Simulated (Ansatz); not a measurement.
H₇NSi₂···HCl

Input

```
crystal:
  periodic: [false, false, false]
  atoms:
    - { symbol: Si, position_ang: [-0.961634, 0.212118, 0.320569] }
    - { symbol: Cl, position_ang: [0.619859, -2.439372, -1.195464] }
    - { symbol: H, position_ang: [-1.83354, -0.372915, -0.728812] }
    - { symbol: H, position_ang: [-1.738225, 1.299263, 0.977552] }
    - { symbol: "N", position_ang: [-0.497504, -0.854108, 1.5933] }
    - { symbol: H, position_ang: [1.16777, -1.291265, -1.467838] }
    - { symbol: Si, position_ang: [0.774308, 1.287687, -0.666805] }
    - { symbol: H, position_ang: [-0.124315, -1.764317, 1.418923] }
    - { symbol: H, position_ang: [-0.971188, -0.79728, 2.473117] }
    - { symbol: H, position_ang: [1.758163, 1.751169, 0.34705] }
    - { symbol: H, position_ang: [1.544207, 0.493471, -1.668142] }
    - { symbol: H, position_ang: [0.261898, 2.475548, -1.40345] }
basis:
  gaussian: { orbitals: def2-SVP }
hamiltonian:
  xc: hf
relax:
  f_tol: 0.03
  max_steps: 50
output:
  orbitals: {}
```

Launched as:

```sh
ansatz run input.yaml --threads 2 --pin off --max-ram 3072MiB --backend cpu --events-out ev --progress --plain --runs-dir out
```

The fields are those of the relaxed geometry.

All numbers below come from RHF/def2-SVP (Ansatz).

Q: What will maps of the electron density and electron localisation function show?

A: Cl2···H8 (2.94 Å): the density falls to about 0.04 e/Å³ on the way; the ELF dips to about 0 between them; a non-bonded, intermolecular contact.
N–H (1.00 Å): ρ at the midpoint is about 2.8 e/Å³; the ELF climbs to about 1 towards the hydrogen, as it does in any bond to H; an ordinary covalent bond to hydrogen.
Si–H (1.49 Å): the density is about 0.75 e/Å³ at the midpoint; the ELF climbs to about 1 towards the hydrogen.

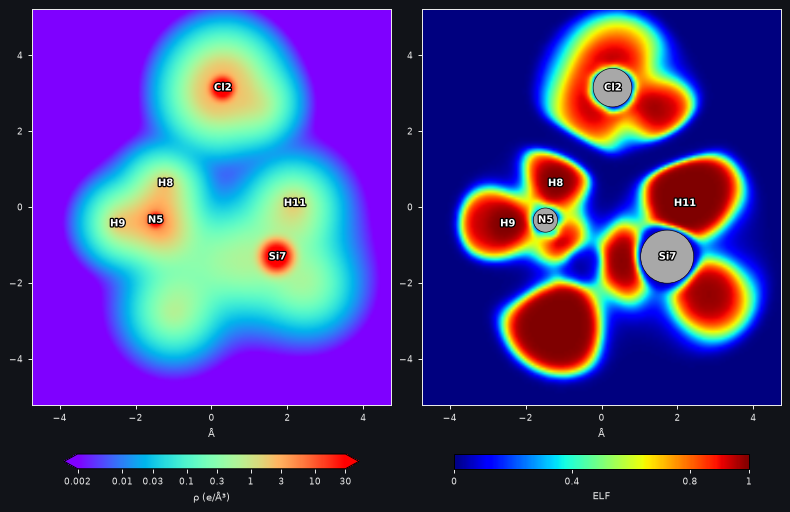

Computed electron density and electron localisation function on the plane of atoms H8, N5 and H9, in this order. Grey discs cover the atomic cores in the ELF map. 
